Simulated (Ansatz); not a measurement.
Species, as SMILES: [CH2]F (CH2-F), doublet.
Atoms: C1, F2, H3, H4. Bonds: C1-F2, C1-H3, C1-H4.

Basis-set convergence of the optimised C1-F2 bond length at B3LYP with Ansatz (a first-principles code). Cartesian d functions, on some or all atoms, in 6-31G*, 6-31G**; all else is spherical. The program fits the integrals of some runs and decomposes those of others, by size. Core-valence sets carry the plain set on hydrogen. Open shells are unrestricted. No added dispersion term, no relativity. Reference: the value in def2-QZVPPD, 1.3394 Å, itself unsure by roughly 0.0003 Å (its mean distance from pcseg-3, def2-QZVPP, cc-pVQZ). Deviations are taken from unrounded values.

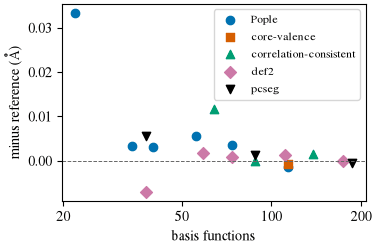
Deviation from the reference against the number of basis functions, by family of sets.

```
basis              functions  optimised C1-F2 bond length (Å)  minus reference (Å)
-----------------  ---------  -------------------------------  -------------------
3-21G                     22                           1.3728               0.0334
6-31G*                    34                           1.3427               0.0033
def2-SVP                  38                           1.3324              -0.0070
pcseg-1                   38                           1.3449               0.0055
6-31G**                   40                           1.3425               0.0031
6-311+G**                 56                           1.3450               0.0056
def2-SVPD                 59                           1.3411               0.0017
aug-cc-pVDZ               64                           1.3511               0.0117
6-311++G(2d,2p)           74                           1.3430               0.0036
def2-TZVP                 74                           1.3402               0.0008
cc-pVTZ                   88                           1.3392              -0.0002
pcseg-2                   88                           1.3406               0.0012
def2-TZVPPD              111                           1.3406               0.0012
6-311++G(3df,3pd)        114                           1.3381              -0.0013
cc-pCVTZ                 114                           1.3387              -0.0007
aug-cc-pVTZ              138                           1.3410               0.0016
def2-QZVPP               174                           1.3393              -0.0001
pcseg-3                  186                           1.3389              -0.0005
```
